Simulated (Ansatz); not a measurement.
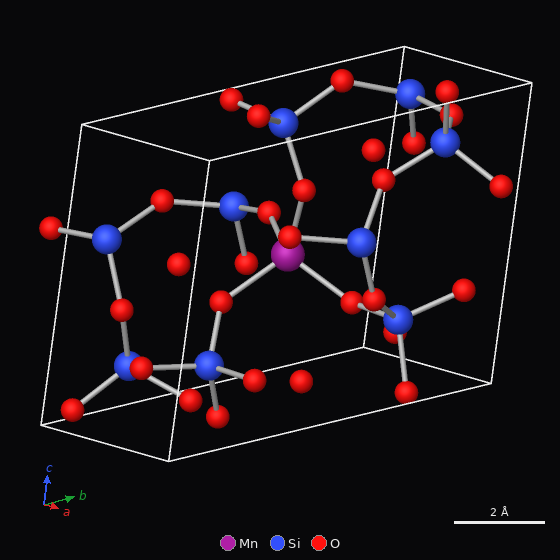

An orthographic ball-and-stick view of the structure, slightly off an axis. Lines trace the edges of the supercell. The host is SiO2, in a cell of 27 sites, and the cell carries a charge of -1.

### Identify the point defect.

Manganese on a silicon site (a substitutional impurity). It is bonded to four O in a distorted tetrahedral arrangement at about 1.8 Å.

Results below were computed with DFT PBE, scalar-relativistic, plane waves, PAW in Ansatz 0.2.0; the settings were wavefunction cutoff 420 eV, a 2×2×2 k-point grid, Gaussian smearing of 0.01 eV, collinear spins.

### Does the defect leave unpaired spin?

Yes, 4.0 μB in the cell.

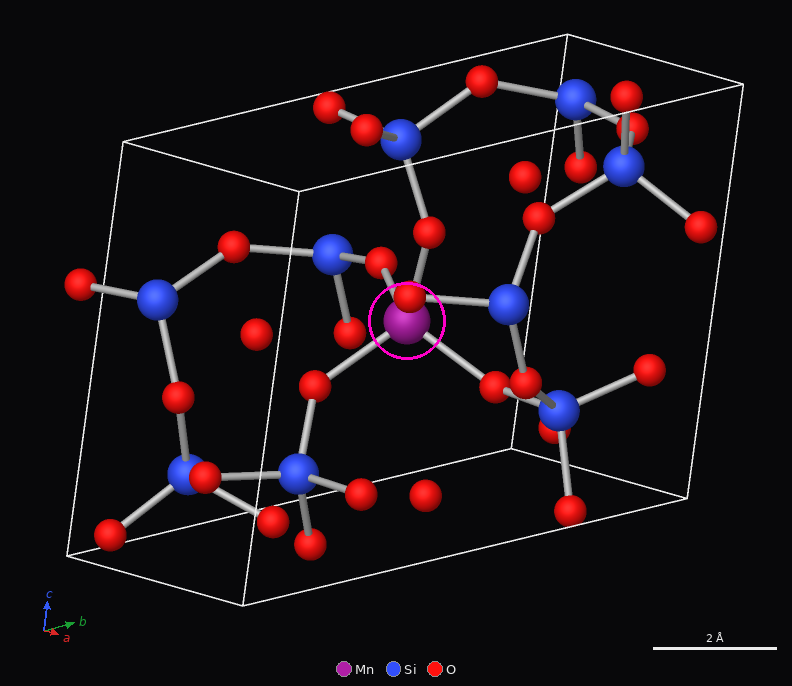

The same cell with a ring at the defect's site.

The atoms were relaxed in the host's cell with Ansatz, DFT PBE, scalar-relativistic, plane waves, PAW.
